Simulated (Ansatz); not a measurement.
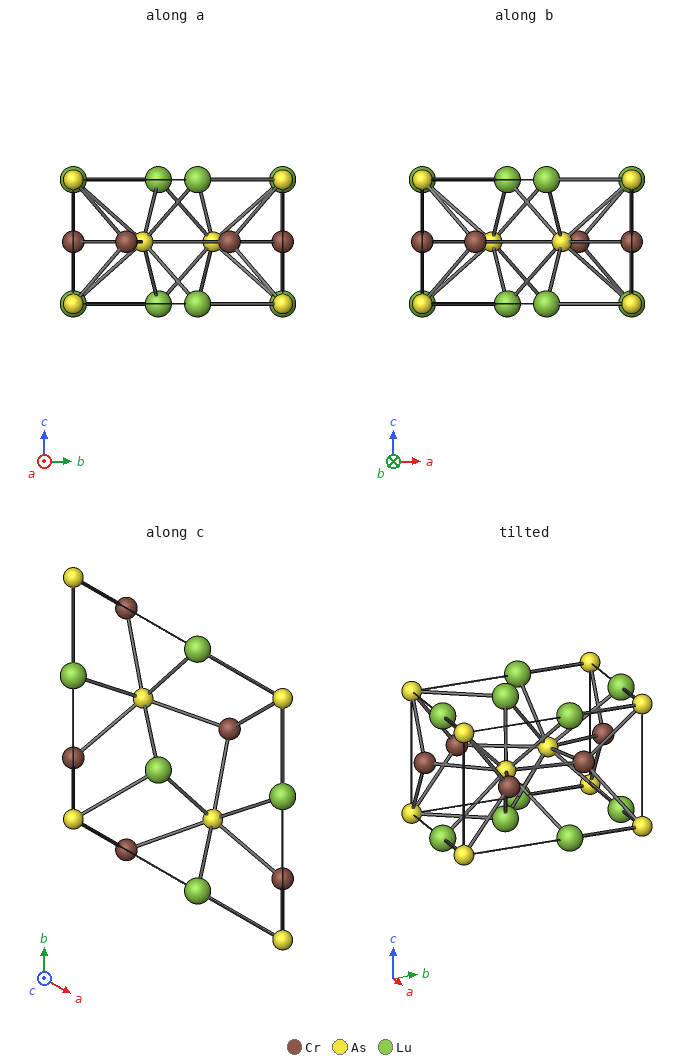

The crystal in a ball-and-stick representation, seen along the a axis, along the b axis, along the c axis and slightly off an axis. The wireframe shows the conventional unit cell.

Lattice parameters: a = 6.9568 Å, b = 6.9568 Å, c = 3.5759 Å, α = 90.000°, β = 90.000°, γ = 120.000°.

Q: From the views, write a CIF with its space group and independent sites, with free fractional coordinates to two decimals.

A:
```cif
data_structure
_symmetry_space_group_name_H-M 'P -6 2 m'
_symmetry_Int_Tables_number 189
_cell_length_a 6.9568
_cell_length_b 6.9568
_cell_length_c 3.5759
_cell_angle_alpha 90.000
_cell_angle_beta 90.000
_cell_angle_gamma 120.000
_cell_volume 149.88
loop_
_atom_site_label
_atom_site_type_symbol
_atom_site_symmetry_multiplicity
_atom_site_Wyckoff_symbol
_atom_site_fract_x
_atom_site_fract_y
_atom_site_fract_z
_atom_site_occupancy
Cr1 Cr 3 g 0.25 0.00 0.50 1
As1 As 2 d 0.3333 0.6667 0.50 1
Lu1 Lu 3 f 0.59 0.00 0.00 1
As2 As 1 a 0.00 0.00 0.00 1
```

Provenance: a generated cell, made by putting these elements into a known structure type (the compound may or may not exist in this form); not relaxed. Ansatz was used for an electronic-structure calculation on it.

At this level of theory the cell isn't at rest (forces up to 0.8 eV/Å), so its distances can differ from those at equilibrium, the more so the softer the solid.
